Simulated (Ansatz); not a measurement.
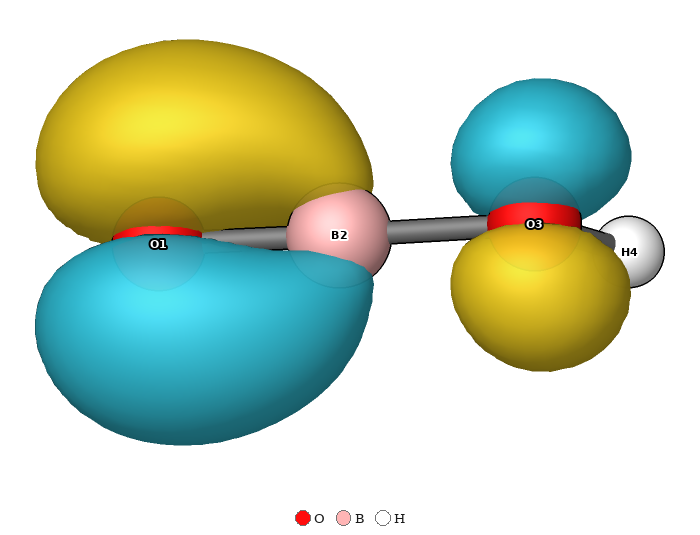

Figure 1: BHO₂. One frontier orbital at ±0.15 Å⁻³ᐟ² (yellow and cyan are the two phases), seen from one side.

Geometry: PBE0-D4/def2-TZVP.

These are results of Ansatz 0.2.0, RKS PBE0-D4/def2-TZVPP, not measurements.

```tsv
atom	x (Å)	y (Å)	z (Å)
O	0.5476	-0.0789	1.8724
B	0.5692	-0.2771	0.6785
O	0.5393	-0.5145	-0.6215
H	1.3237	-0.2842	-1.1248
```

Which orbital is it: HOMO or LUMO?

The HOMO, at −9.39 eV. By Hirshfeld shares it lies mainly on O1 (about 65 %), B2 (about 15 %) and O3 (about 15 %); it changes sign across the molecular plane (π type); π-antibonding (a node) across B2–O3.
